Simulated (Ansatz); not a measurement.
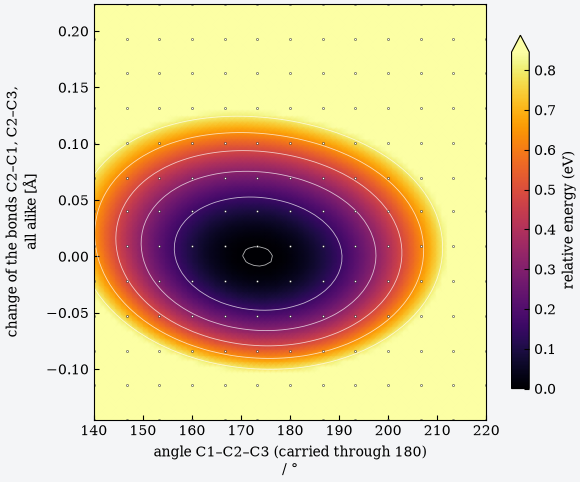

C₃H₄N, SMILES [CH-]=C=CN, charge −1. 
- Coordinates scanned: (1) angle C1–C2–C3 (carried through 180); (2) change of the bonds C2–C1, C2–C3, all alike.
- Nothing is relaxed (all other coordinates rigid).
- The grid has 13 × 13 points.
- Points are written as (first, second).
- All energies are given in eV relative to the lowest grid point.
- Computed with RKS PBE0-D4/def2-SVPD (Ansatz 0.2.0).

Drawn: a smooth colour map with a few white contour lines, dots at the grid points, one colour for all values above the top of the scale. Between grid points the surface is interpolated.

**Estimate the position of the minimum and the force constants in these coordinates.**

The interpolated minimum is at the first coordinate ≈ 173.4°, the second coordinate ≈ 0.000 Å. The curvatures there are about 3.7 eV/rad² and 133 eV/Å², with a cross term of about 2 eV/(rad·Å). Round the minimum the two coordinates are weakly coupled (coupling 0.08 in units of the two stiffnesses).
